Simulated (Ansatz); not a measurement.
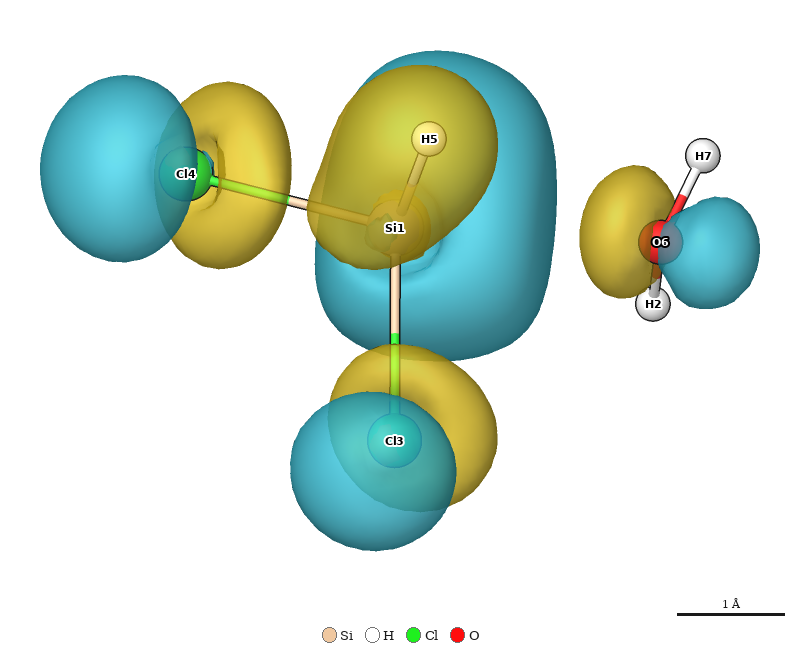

*Cl2HSi···H2O (doublet). The HOMO (α) at ±0.1 Å⁻³ᐟ² (yellow and cyan are the two phases), seen across its widest extent.*

Not at a stationary point (largest force 1.0 eV/Å).

Level of theory: UKS BHLYP-D4/def2-SVP in Ansatz 0.2.0.

```json
{"atom": "Si", "x (Å)": "-0.2264", "y (Å)": "0.2636", "z (Å)": "0.0788"}
{"atom": "H", "x (Å)": "0.5443", "y (Å)": "0.2378", "z (Å)": "2.6355"}
{"atom": "Cl", "x (Å)": "1.8267", "y (Å)": "0.1674", "z (Å)": "-0.2038"}
{"atom": "Cl", "x (Å)": "-1.0120", "y (Å)": "1.4224", "z (Å)": "-1.4696"}
{"atom": "H", "x (Å)": "-0.7874", "y (Å)": "-1.0830", "z (Å)": "-0.1217"}
{"atom": "O", "x (Å)": "0.1346", "y (Å)": "-0.6087", "z (Å)": "2.3790"}
{"atom": "H", "x (Å)": "-0.6764", "y (Å)": "-0.6539", "z (Å)": "2.8841"}
```

**What is the character of this orbital?**

It lies mainly on Si1 (about 55 %), Cl4 (about 15 %), Cl3 (about 10 %) and O6 (about 5 %). Its energy is −6.97 eV.
